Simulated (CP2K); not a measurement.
# IPEA1-xTB run of CuNH4O (SMILES [NH3+][Cu-][OH])

What is the energy change on altering one bond length of CuNH4O at IPEA1-xTB? 

The results are computed with CP2K 2026.2.

4 further runs of the same task are left out: 1 that didn't finish, 3 set aside as unsound or not needed.

## (1) The system as given

CuNH4O has 7 atoms, charge 0, and is taken as a singlet. As SMILES, `[NH3+][Cu-][OH]`. The shape comes from GFN2-xTB, which is rough for such elements, and wasn't checked as a minimum. This is one conformer, not always the lowest.

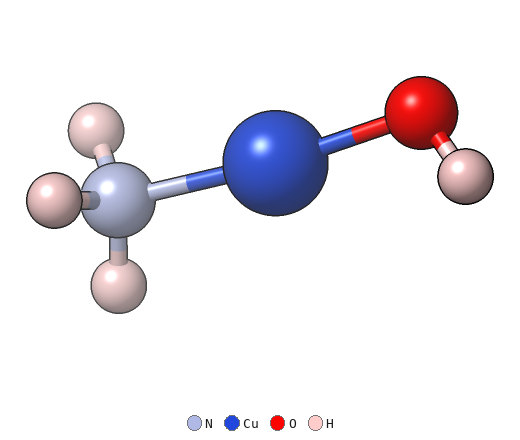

The structure, seen from a chosen angle (nitrogen light blue, copper blue, oxygen red, hydrogen pink).

## (2) Energy and forces at IPEA1-xTB

Contents of molecule.inp:

```
&GLOBAL
   PROJECT molecule
   RUN_TYPE ENERGY_FORCE
   PRINT_LEVEL MEDIUM
&END
&FORCE_EVAL
   METHOD QUICKSTEP
   &DFT
      &QS
         METHOD XTB
         EPS_DEFAULT 1.0E-10
         &XTB
            GFN_TYPE TBLITE
            &TBLITE
               METHOD IPEA1
            &END
            CHECK_ATOMIC_CHARGES F
         &END
      &END
      &POISSON
         PERIODIC NONE
         POISSON_SOLVER ANALYTIC
      &END
      &SCF
         SCF_GUESS ATOMIC
         EPS_SCF 1.0E-07
         MAX_SCF 150
         ADDED_MOS 8
         &DIAGONALIZATION
            ALGORITHM STANDARD
         &END
         &MIXING
            METHOD DIRECT_P_MIXING
            ALPHA 0.4
         &END
         &SMEAR ON
            METHOD FERMI_DIRAC
            ELECTRONIC_TEMPERATURE [K] 300
         &END
      &END
      &PRINT
         &MOMENTS
            PERIODIC F
            REFERENCE COM
            MAX_MOMENT 1
         &END
         &MO ON
            ENERGIES T
            OCCUPATION_NUMBERS T
            NDIGITS 6
            &EACH
               QS_SCF 0
            &END
            ADD_LAST NUMERIC
         &END
         &HIRSHFELD OFF
         &END
      &END
   &END
   &SUBSYS
      &CELL
         ABC 14 12.9 11.7
         PERIODIC NONE
      &END
      &COORD
         N     -1.023710     0.599940    -0.188640
         Cu     0.582180    -0.254970     0.039910
         O      2.156290    -0.933630     0.139700
         H     -1.758060    -0.080930    -0.363690
         H     -0.911450     1.210880    -0.993270
         H     -1.237960     1.147090     0.640830
         H      2.192720    -1.688370     0.725160
      &END
      &TOPOLOGY
         &CENTER_COORDINATES
         &END
      &END
   &END
   &PRINT
      &FORCES ON
      &END
   &END
&END
```

On the command line:

```
$ OMP_NUM_THREADS=1 cp2k.psmp -i molecule.inp > molecule.out 2>&1
```

What it wrote:

```text
CP2K| version string:                                       CP2K version 2026.2
[...]
 GLOBAL| Method name                                                        CP2K
[...]
 GLOBAL| Run type                                                   ENERGY_FORCE
[...]
                             - Atoms:                                          7
[...]
                             - Spherical basis functions:                     27
[...]
 Number of electrons:                                                         26
[...]
  *** SCF run converged in    26 steps ***
[...]
  Fermi energy:                                                -0.25580521958825
[...]
 TB_DIPOLE| Moment [Debye]         -3.36430233       1.04137916       0.10357918
 TB_DIPOLE| Derivative [a.u.]       0.00000000       0.00000000       0.00000000
[...]
 ENERGY| Total FORCE_EVAL ( QS ) energy [hartree]            -15.275357599611951
 FORCES| Atomic forces [hartree/bohr]
 FORCES|   Atom     x               y               z               |f|
 FORCES|      1 -2.76324078E-03 -3.33989040E-04  1.71053222E-03   3.26695098E-03
 FORCES|      2  9.91117261E-03 -9.59329447E-04 -2.09944872E-03   1.01764110E-02
 FORCES|      3  1.84244357E-02 -1.38644054E-02  5.76066089E-03   2.37669262E-02
 FORCES|      4 -1.03892922E-02  1.43163473E-02 -1.13173557E-03   1.77250111E-02
 FORCES|      5 -1.69859590E-02  5.42003899E-03  1.94537673E-03   1.79355545E-02
 FORCES|      6 -1.49451779E-02  4.74334173E-03 -8.92140945E-03   1.80402100E-02
 FORCES|      7  1.67480616E-02 -9.32200415E-03  2.73602391E-03   1.93618996E-02
 FORCES| Sum     1.73472348E-17  1.12757026E-16  6.80878964E-17
 FORCES| Total atomic force                                       1.32857198E-16
[...]
```

It took 0.46 s on 1 thread of Arm Neoverse N1, shared host; peak memory 0.14 GiB.

## (3) The distorted shape at the same level

Contents of mol.inp:

```
&global
  project mol
  run_type ENERGY_FORCE
  print_level MEDIUM
&end global

&force_eval
  method QUICKSTEP
  &dft
    &qs
      method XTB
      eps_default 1.0E-10
      &xtb
        gfn_type TBLITE
        &tblite
          method IPEA1
        &end tblite
        check_atomic_charges F
      &end xtb
    &end qs
    # cluster boundary conditions
    &poisson
      periodic NONE
      poisson_solver ANALYTIC
    &end poisson
    &scf
      scf_guess ATOMIC
      eps_scf 1.0E-07
      max_scf 150
      added_mos 8
      &diagonalization
        algorithm STANDARD
      &end diagonalization
      &mixing
        method DIRECT_P_MIXING
        alpha 0.4
      &end mixing
      &smear ON
        method FERMI_DIRAC
        electronic_temperature [K] 300
      &end smear
    &end scf
    &print
      &moments
        periodic F
        reference COM
        max_moment 1
      &end moments
      &mo ON
        energies T
        occupation_numbers T
        ndigits 6
        &each
          qs_scf 0
        &end each
        add_last NUMERIC
      &end mo
      &hirshfeld OFF
      &end hirshfeld
    &end print
  &end dft
  &subsys
    &cell
      abc 14.1 13 11.7
      periodic NONE
    &end cell
    &coord
      N     -1.181133     0.667811    -0.198620
      Cu     0.424757    -0.187099     0.029930
      O      2.156290    -0.933630     0.139700
      H     -1.915483    -0.013059    -0.373670
      H     -1.068873     1.278751    -1.003250
      H     -1.395383     1.214961     0.630850
      H      2.192720    -1.688370     0.725160
    &end coord
    &topology
      &center_coordinates
      &end center_coordinates
    &end topology
  &end subsys
  &print
    &forces ON
    &end forces
  &end print
&end force_eval
```

On the command line:

```
$ OMP_NUM_THREADS=1 cp2k.psmp -i mol.inp -o mol.out
```

What it wrote:

```text
CP2K| version string:                                       CP2K version 2026.2
[...]
 GLOBAL| Method name                                                        CP2K
[...]
 GLOBAL| Run type                                                   ENERGY_FORCE
[...]
                             - Atoms:                                          7
[...]
                             - Spherical basis functions:                     27
[...]
 Number of electrons:                                                         26
[...]
  *** SCF run converged in    22 steps ***
[...]
  Fermi energy:                                                -0.26672857721134
[...]
 TB_DIPOLE| Moment [Debye]         -3.93631795       1.30121989       0.05773209
 TB_DIPOLE| Derivative [a.u.]       0.00000000       0.00000000       0.00000000
[...]
 ENERGY| Total FORCE_EVAL ( QS ) energy [hartree]            -15.278364556411024
 FORCES| Atomic forces [hartree/bohr]
 FORCES|   Atom     x               y               z               |f|
 FORCES|      1 -4.65361930E-03  5.82247576E-04  1.34686955E-03   4.87947153E-03
 FORCES|      2  6.18270828E-02 -2.54619197E-02  2.92346335E-03   6.69286498E-02
 FORCES|      3 -2.92732560E-02  7.83086899E-03  1.86757870E-03   3.03600704E-02
 FORCES|      4 -1.00801623E-02  1.39591316E-02 -1.09714617E-03   1.72531376E-02
 FORCES|      5 -1.65962631E-02  5.29440796E-03  1.92435463E-03   1.75262616E-02
 FORCES|      6 -1.44439248E-02  4.58631424E-03 -8.67501563E-03   1.74618767E-02
 FORCES|      7  1.32201427E-02 -6.79105061E-03  1.70989557E-03   1.49604239E-02
 FORCES| Sum    -1.21430643E-16 -2.77555756E-17  6.50521303E-17
 FORCES| Total atomic force                                       1.40525986E-16
[...]
```

Wall time 0.46 s (1 thread of Arm Neoverse N1, shared host); peak memory 0.14 GiB.

## (4) Results

Level: IPEA1-xTB.

| quantity | value |
| --- | --- |
| first shape: total energy | -15.27536 Eh |
| first shape: dipole moment (from atomic charges alone) | 3.52 D |
| first shape: HOMO energy | -9.36 eV |
| first shape: LUMO energy | -6.06 eV |
| first shape: HOMO–LUMO gap | 3.29 eV |
| first shape: largest force on an atom | 1.222 eV/Å |
| distorted shape: total energy | -15.27836 Eh |
| distorted shape: dipole moment (from atomic charges alone) | 4.15 D |
| distorted shape: HOMO energy | -9.58 eV |
| distorted shape: LUMO energy | -6.36 eV |
| distorted shape: HOMO–LUMO gap | 3.22 eV |
| distorted shape: largest force on an atom | 3.442 eV/Å |
| energy change with the Cu2–O3 bond stretched from 1.717 to 1.889 Å | -0.082 eV |

What this shows: With the Cu2–O3 bond stretched from 1.717 to 1.889 Å the energy falls by 0.08 eV (1.9 kcal/mol). The first shape isn't relaxed at this level, so the change isn't measured from a minimum. The largest force (first shape) is 1.22 eV/Å: the shape isn't a stationary point for this species at this level. The dipole (first shape) comes from point charges on the atoms alone, without atomic dipoles, so it is partial. The dipole (distorted shape) comes from point charges on the atoms alone, without atomic dipoles, so it is partial.
